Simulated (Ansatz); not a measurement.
**Molecular dynamics of TiHClOF₂ (part 4 of 4)**

Continued. System: TiHClOF₂. Method: RKS PBE-D4/def2-SVP (Ansatz 0.2.0). It belongs to a series of runs on one base structure; here: dynamics from the start.

Geometry of the input (Å):
```
Ti -0.1012  0.0514  -0.0482
O  -0.3800  0.1464  1.6951
H  -0.3297  -0.4819  2.4376
Cl 2.0640  -0.0752  -0.4470
F  -0.7898  1.4720  -0.7977
F  -0.8617  -1.3942  -0.6707
```

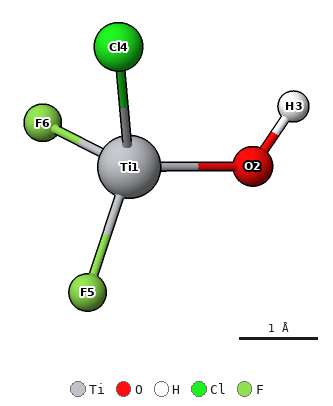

The geometry at step 86 of the log (ball-and-stick view, seen at a tilt; atoms are numbered from 1 in the order of the input).

### Trajectory as extended XYZ, continued
```
6
Properties=species:S:1:pos:R:3:forces:R:3 step=71 time_fs=35.5 energy=-43111.80025 temperature=97.8
Ti   -0.0945    0.1070   -0.0540    0.4673   0.0142   1.8870
O    -0.4021    0.0878    1.7499    0.2177   0.2577  -1.2739
H    -0.0585   -0.5210    2.4291   -0.0041  -0.0317  -0.0511
Cl    2.0698   -0.1379   -0.4434   -0.0791   0.1991   0.0030
F    -0.8885    1.4346   -0.8351   -0.1002   0.4855  -0.1329
F    -0.7864   -1.3285   -0.6709   -0.5016  -0.9248  -0.4322
6
Properties=species:S:1:pos:R:3:forces:R:3 step=72 time_fs=36.0 energy=-43111.80645 temperature=109.9
Ti   -0.0942    0.1074   -0.0528    0.4340   0.0101   1.7674
O    -0.4017    0.0878    1.7475    0.1813   0.3052  -1.2666
H    -0.0568   -0.5202    2.4243    0.0238  -0.0839   0.0170
Cl    2.0696   -0.1384   -0.4433   -0.0756   0.2002   0.0059
F    -0.8898    1.4349   -0.8355   -0.0802   0.4559  -0.1118
F    -0.7861   -1.3289   -0.6715   -0.4832  -0.8875  -0.4118
6
Properties=species:S:1:pos:R:3:forces:R:3 step=73 time_fs=36.5 energy=-43111.81269 temperature=122.2
Ti   -0.0939    0.1078   -0.0516    0.3977   0.0039   1.6365
O    -0.4012    0.0879    1.7449    0.1492   0.3427  -1.2416
H    -0.0551   -0.5195    2.4195    0.0463  -0.1264   0.0744
Cl    2.0695   -0.1389   -0.4432   -0.0718   0.2013   0.0089
F    -0.8911    1.4353   -0.8359   -0.0589   0.4241  -0.0891
F    -0.7858   -1.3295   -0.6722   -0.4626  -0.8456  -0.3890
6
Properties=species:S:1:pos:R:3:forces:R:3 step=74 time_fs=37.0 energy=-43111.81894 temperature=134.5
Ti   -0.0936    0.1082   -0.0502    0.3590  -0.0043   1.4945
O    -0.4007    0.0880    1.7422    0.1247   0.3642  -1.1918
H    -0.0533   -0.5192    2.4150    0.0602  -0.1532   0.1145
Cl    2.0693   -0.1394   -0.4431   -0.0677   0.2023   0.0121
F    -0.8924    1.4358   -0.8363   -0.0363   0.3906  -0.0651
F    -0.7857   -1.3301   -0.6729   -0.4399  -0.7996  -0.3641
6
Properties=species:S:1:pos:R:3:forces:R:3 step=75 time_fs=37.5 energy=-43111.82515 temperature=146.8
Ti   -0.0932    0.1087   -0.0488    0.3185  -0.0144   1.3418
O    -0.4002    0.0881    1.7392    0.1101   0.3659  -1.1130
H    -0.0513   -0.5193    2.4107    0.0629  -0.1605   0.1328
Cl    2.0692   -0.1399   -0.4429   -0.0632   0.2033   0.0154
F    -0.8937    1.4363   -0.8367   -0.0128   0.3556  -0.0399
F    -0.7855   -1.3309   -0.6736   -0.4154  -0.7499  -0.3371
6
Properties=species:S:1:pos:R:3:forces:R:3 step=76 time_fs=38.0 energy=-43111.83121 temperature=158.7
Ti   -0.0928    0.1091   -0.0472    0.2764  -0.0264   1.1790
O    -0.3997    0.0884    1.7361    0.1062   0.3466  -1.0036
H    -0.0492   -0.5197    2.4067    0.0536  -0.1468   0.1280
Cl    2.0690   -0.1404   -0.4428   -0.0585   0.2041   0.0189
F    -0.8950    1.4368   -0.8371    0.0115   0.3194  -0.0138
F    -0.7855   -1.3317   -0.6744   -0.3893  -0.6969  -0.3084
6
Properties=species:S:1:pos:R:3:forces:R:3 step=77 time_fs=38.5 energy=-43111.83692 temperature=170.0
Ti   -0.0924    0.1095   -0.0457    0.2334  -0.0399   1.0065
O    -0.3991    0.0886    1.7329    0.1122   0.3078  -0.8660
H    -0.0469   -0.5205    2.4030    0.0332  -0.1140   0.1019
Cl    2.0689   -0.1408   -0.4427   -0.0533   0.2049   0.0225
F    -0.8963    1.4374   -0.8375    0.0365   0.2824   0.0132
F    -0.7855   -1.3327   -0.6753   -0.3619  -0.6412  -0.2782
6
Properties=species:S:1:pos:R:3:forces:R:3 step=78 time_fs=39.0 energy=-43111.84202 temperature=180.2
Ti   -0.0920    0.1099   -0.0440    0.1897  -0.0549   0.8250
O    -0.3986    0.0890    1.7295    0.1257   0.2540  -0.7051
H    -0.0446   -0.5215    2.3995    0.0041  -0.0663   0.0596
Cl    2.0687   -0.1413   -0.4426   -0.0479   0.2056   0.0262
F    -0.8976    1.4380   -0.8379    0.0619   0.2448   0.0409
F    -0.7855   -1.3337   -0.6761   -0.3334  -0.5831  -0.2466
6
Properties=species:S:1:pos:R:3:forces:R:3 step=79 time_fs=39.5 energy=-43111.84630 temperature=188.8
Ti   -0.0916    0.1103   -0.0424    0.1457  -0.0712   0.6352
O    -0.3980    0.0893    1.7260    0.1432   0.1912  -0.5284
H    -0.0422   -0.5227    2.3962   -0.0302  -0.0099   0.0081
Cl    2.0685   -0.1417   -0.4424   -0.0423   0.2062   0.0300
F    -0.8989    1.4387   -0.8383    0.0876   0.2068   0.0690
F    -0.7855   -1.3348   -0.6770   -0.3041  -0.5232  -0.2138
6
Properties=species:S:1:pos:R:3:forces:R:3 step=80 time_fs=40.0 energy=-43111.84955 temperature=195.4
Ti   -0.0911    0.1107   -0.0407    0.1019  -0.0885   0.4379
O    -0.3974    0.0897    1.7224    0.1606   0.1267  -0.3443
H    -0.0399   -0.5240    2.3930   -0.0655   0.0480  -0.0447
Cl    2.0684   -0.1422   -0.4423   -0.0365   0.2068   0.0338
F    -0.9002    1.4393   -0.8387    0.1135   0.1686   0.0973
F    -0.7857   -1.3360   -0.6780   -0.2740  -0.4617  -0.1801
6
Properties=species:S:1:pos:R:3:forces:R:3 step=81 time_fs=40.5 energy=-43111.85171 temperature=200.0
Ti   -0.0907    0.1111   -0.0390    0.0583  -0.1066   0.2341
O    -0.3968    0.0901    1.7187    0.1741   0.0674  -0.1611
H    -0.0378   -0.5251    2.3896   -0.0978   0.1005  -0.0911
Cl    2.0682   -0.1426   -0.4422   -0.0306   0.2074   0.0378
F    -0.9014    1.4400   -0.8391    0.1393   0.1305   0.1258
F    -0.7858   -1.3372   -0.6789   -0.2434  -0.3992  -0.1456
6
Properties=species:S:1:pos:R:3:forces:R:3 step=82 time_fs=41.0 energy=-43111.85278 temperature=202.5
Ti   -0.0903    0.1115   -0.0372    0.0154  -0.1253   0.0248
O    -0.3961    0.0905    1.7151    0.1802   0.0192   0.0140
H    -0.0359   -0.5260    2.3859   -0.1235   0.1415  -0.1244
Cl    2.0680   -0.1430   -0.4420   -0.0247   0.2078   0.0418
F    -0.9027    1.4407   -0.8395    0.1651   0.0927   0.1543
F    -0.7860   -1.3385   -0.6799   -0.2125  -0.3359  -0.1106
6
Properties=species:S:1:pos:R:3:forces:R:3 step=83 time_fs=41.5 energy=-43111.85282 temperature=202.9
Ti   -0.0898    0.1119   -0.0355   -0.0267  -0.1444  -0.1889
O    -0.3954    0.0909    1.7114    0.1763  -0.0134   0.1754
H    -0.0343   -0.5265    2.3820   -0.1400   0.1665  -0.1397
Cl    2.0678   -0.1434   -0.4419   -0.0188   0.2083   0.0458
F    -0.9039    1.4415   -0.8398    0.1906   0.0553   0.1826
F    -0.7862   -1.3398   -0.6809   -0.1815  -0.2724  -0.0752
6
Properties=species:S:1:pos:R:3:forces:R:3 step=84 time_fs=42.0 energy=-43111.85188 temperature=201.5
Ti   -0.0894    0.1123   -0.0337   -0.0677  -0.1637  -0.4058
O    -0.3947    0.0913    1.7078    0.1611  -0.0276   0.3194
H    -0.0330   -0.5267    2.3778   -0.1456   0.1729  -0.1343
Cl    2.0676   -0.1437   -0.4418   -0.0130   0.2088   0.0498
F    -0.9051    1.4422   -0.8402    0.2158   0.0186   0.2105
F    -0.7864   -1.3411   -0.6819   -0.1506  -0.2088  -0.0397
6
Properties=species:S:1:pos:R:3:forces:R:3 step=85 time_fs=42.5 energy=-43111.84998 temperature=198.2
Ti   -0.0889    0.1127   -0.0320   -0.1074  -0.1832  -0.6246
O    -0.3940    0.0918    1.7041    0.1343  -0.0229   0.4447
H    -0.0321   -0.5264    2.3732   -0.1401   0.1599  -0.1075
Cl    2.0675   -0.1441   -0.4416   -0.0073   0.2092   0.0539
F    -0.9063    1.4429   -0.8405    0.2404  -0.0173   0.2378
F    -0.7866   -1.3425   -0.6829   -0.1200  -0.1457  -0.0043
6
Properties=species:S:1:pos:R:3:forces:R:3 step=86 time_fs=43.0 energy=-43111.84709 temperature=193.0
Ti   -0.0885    0.1130   -0.0303   -0.1456  -0.2027  -0.8441
O    -0.3932    0.0922    1.7006    0.0967  -0.0005   0.5520
H    -0.0315   -0.5258    2.3683   -0.1241   0.1292  -0.0611
Cl    2.0673   -0.1444   -0.4415   -0.0017   0.2096   0.0579
F    -0.9075    1.4437   -0.8407    0.2644  -0.0521   0.2645
F    -0.7869   -1.3439   -0.6839   -0.0897  -0.0834   0.0309
6
Properties=species:S:1:pos:R:3:forces:R:3 step=87 time_fs=43.5 energy=-43111.84315 temperature=185.8
Ti   -0.0881    0.1134   -0.0287   -0.1821  -0.2222  -1.0628
O    -0.3925    0.0926    1.6971    0.0506   0.0362   0.6443
H    -0.0313   -0.5248    2.3633   -0.0997   0.0840   0.0009
Cl    2.0671   -0.1448   -0.4413    0.0038   0.2100   0.0618
F    -0.9086    1.4444   -0.8410    0.2876  -0.0857   0.2903
F    -0.7872   -1.3453   -0.6849   -0.0601  -0.0223   0.0655
6
Properties=species:S:1:pos:R:3:forces:R:3 step=88 time_fs=44.0 energy=-43111.83814 temperature=176.5
Ti   -0.0877    0.1138   -0.0271   -0.2168  -0.2415  -1.2792
O    -0.3917    0.0930    1.6938   -0.0010   0.0820   0.7264
H    -0.0312   -0.5237    2.3583   -0.0700   0.0296   0.0727
Cl    2.0669   -0.1451   -0.4412    0.0093   0.2103   0.0655
F    -0.9097    1.4451   -0.8412    0.3099  -0.1178   0.3151
F    -0.7874   -1.3468   -0.6859   -0.0313   0.0374   0.0995
6
Properties=species:S:1:pos:R:3:forces:R:3 step=89 time_fs=44.5 energy=-43111.83211 temperature=165.2
Ti   -0.0873    0.1141   -0.0256   -0.2495  -0.2609  -1.4917
O    -0.3909    0.0934    1.6905   -0.0541   0.1306   0.8046
H    -0.0313   -0.5224    2.3535   -0.0387  -0.0275   0.1468
Cl    2.0667   -0.1454   -0.4410    0.0147   0.2107   0.0691
F    -0.9107    1.4458   -0.8413    0.3311  -0.1482   0.3386
F    -0.7877   -1.3482   -0.6869   -0.0034   0.0953   0.1325
6
Properties=species:S:1:pos:R:3:forces:R:3 step=90 time_fs=45.0 energy=-43111.82521 temperature=152.2
Ti   -0.0869    0.1144   -0.0241   -0.2801  -0.2801  -1.6987
O    -0.3901    0.0939    1.6874   -0.1044   0.1748   0.8858
H    -0.0315   -0.5213    2.3490   -0.0101  -0.0798   0.2151
Cl    2.0665   -0.1457   -0.4408    0.0202   0.2110   0.0725
F    -0.9117    1.4465   -0.8415    0.3511  -0.1768   0.3609
F    -0.7880   -1.3496   -0.6879    0.0233   0.1510   0.1645
6
Properties=species:S:1:pos:R:3:forces:R:3 step=91 time_fs=45.5 energy=-43111.81769 temperature=138.0
Ti   -0.0865    0.1147   -0.0228   -0.3085  -0.2994  -1.8987
O    -0.3894    0.0943    1.6844   -0.1477   0.2077   0.9764
H    -0.0318   -0.5203    2.3450    0.0117  -0.1204   0.2699
Cl    2.0664   -0.1459   -0.4407    0.0257   0.2112   0.0756
F    -0.9127    1.4472   -0.8415    0.3698  -0.2034   0.3816
F    -0.7883   -1.3510   -0.6888    0.0489   0.2044   0.1951
6
Properties=species:S:1:pos:R:3:forces:R:3 step=92 time_fs=46.0 energy=-43111.80986 temperature=123.1
Ti   -0.0861    0.1150   -0.0215   -0.3348  -0.3187  -2.0898
O    -0.3887    0.0948    1.6815   -0.1805   0.2238   1.0815
H    -0.0320   -0.5196    2.3417    0.0236  -0.1437   0.3049
Cl    2.0662   -0.1462   -0.4405    0.0314   0.2115   0.0784
F    -0.9136    1.4478   -0.8416    0.3871  -0.2279   0.4007
F    -0.7886   -1.3523   -0.6898    0.0732   0.2551   0.2243
6
Properties=species:S:1:pos:R:3:forces:R:3 step=93 time_fs=46.5 energy=-43111.80198 temperature=108.2
Ti   -0.0858    0.1153   -0.0203   -0.3589  -0.3381  -2.2703
O    -0.3879    0.0954    1.6788   -0.2009   0.2197   1.2034
H    -0.0321   -0.5192    2.3391    0.0237  -0.1462   0.3162
Cl    2.0660   -0.1464   -0.4403    0.0371   0.2117   0.0808
F    -0.9145    1.4484   -0.8415    0.4030  -0.2501   0.4181
F    -0.7888   -1.3537   -0.6907    0.0960   0.3031   0.2519
6
Properties=species:S:1:pos:R:3:forces:R:3 step=94 time_fs=47.0 energy=-43111.79429 temperature=93.5
Ti   -0.0854    0.1156   -0.0192   -0.3811  -0.3576  -2.4385
O    -0.3873    0.0960    1.6762   -0.2085   0.1952   1.3410
H    -0.0322   -0.5192    2.3373    0.0118  -0.1275   0.3032
Cl    2.0658   -0.1467   -0.4401    0.0430   0.2119   0.0829
F    -0.9153    1.4490   -0.8415    0.4174  -0.2701   0.4337
F    -0.7891   -1.3550   -0.6915    0.1174   0.3481   0.2778
6
Properties=species:S:1:pos:R:3:forces:R:3 step=95 time_fs=47.5 energy=-43111.78691 temperature=79.5
Ti   -0.0851    0.1158   -0.0183   -0.4014  -0.3771  -2.5927
O    -0.3866    0.0966    1.6739   -0.2045   0.1529   1.4902
H    -0.0323   -0.5196    2.3361   -0.0104  -0.0902   0.2688
Cl    2.0657   -0.1469   -0.4399    0.0489   0.2120   0.0845
F    -0.9161    1.4496   -0.8413    0.4302  -0.2877   0.4474
F    -0.7893   -1.3562   -0.6924    0.1372   0.3901   0.3018
6
Properties=species:S:1:pos:R:3:forces:R:3 step=96 time_fs=48.0 energy=-43111.77993 temperature=66.1
Ti   -0.0848    0.1160   -0.0175   -0.4202  -0.3967  -2.7310
O    -0.3860    0.0972    1.6718   -0.1917   0.0978   1.6437
H    -0.0324   -0.5201    2.3356   -0.0399  -0.0394   0.2185
Cl    2.0655   -0.1471   -0.4397    0.0548   0.2122   0.0857
F    -0.9168    1.4501   -0.8411    0.4414  -0.3030   0.4591
F    -0.7895   -1.3574   -0.6932    0.1555   0.4291   0.3240
6
Properties=species:S:1:pos:R:3:forces:R:3 step=97 time_fs=48.5 energy=-43111.77346 temperature=53.8
Ti   -0.0846    0.1162   -0.0168   -0.4376  -0.4163  -2.8520
O    -0.3854    0.0978    1.6699   -0.1737   0.0367   1.7927
H    -0.0326   -0.5207    2.3357   -0.0728   0.0181   0.1598
Cl    2.0653   -0.1473   -0.4395    0.0606   0.2123   0.0865
F    -0.9174    1.4506   -0.8409    0.4512  -0.3159   0.4688
F    -0.7897   -1.3586   -0.6939    0.1723   0.4650   0.3442
6
Properties=species:S:1:pos:R:3:forces:R:3 step=98 time_fs=49.0 energy=-43111.76763 temperature=42.6
Ti   -0.0843    0.1164   -0.0163   -0.4539  -0.4358  -2.9541
O    -0.3849    0.0985    1.6683   -0.1544  -0.0229   1.9276
H    -0.0329   -0.5213    2.3361   -0.1048   0.0750   0.1006
Cl    2.0652   -0.1474   -0.4393    0.0663   0.2124   0.0868
F    -0.9180    1.4510   -0.8406    0.4594  -0.3266   0.4766
F    -0.7899   -1.3597   -0.6946    0.1876   0.4979   0.3625
6
Properties=species:S:1:pos:R:3:forces:R:3 step=99 time_fs=49.5 energy=-43111.76266 temperature=33.1
Ti   -0.0841    0.1166   -0.0159   -0.4694  -0.4552  -3.0360
O    -0.3843    0.0991    1.6670   -0.1374  -0.0744   2.0397
H    -0.0335   -0.5217    2.3368   -0.1321   0.1242   0.0486
Cl    2.0650   -0.1476   -0.4391    0.0716   0.2126   0.0867
F    -0.9186    1.4514   -0.8402    0.4660  -0.3350   0.4823
F    -0.7901   -1.3607   -0.6953    0.2013   0.5277   0.3787
6
Properties=species:S:1:pos:R:3:forces:R:3 step=100 time_fs=50.0 energy=-43111.75878 temperature=25.7
Ti   -0.0839    0.1167   -0.0157   -0.4843  -0.4744  -3.0967
O    -0.3838    0.0998    1.6660   -0.1257  -0.1119   2.1214
H    -0.0345   -0.5218    2.3375   -0.1514   0.1602   0.0102
Cl    2.0649   -0.1478   -0.4389    0.0767   0.2128   0.0862
F    -0.9191    1.4517   -0.8398    0.4712  -0.3411   0.4859
F    -0.7902   -1.3617   -0.6959    0.2135   0.5545   0.3929
```
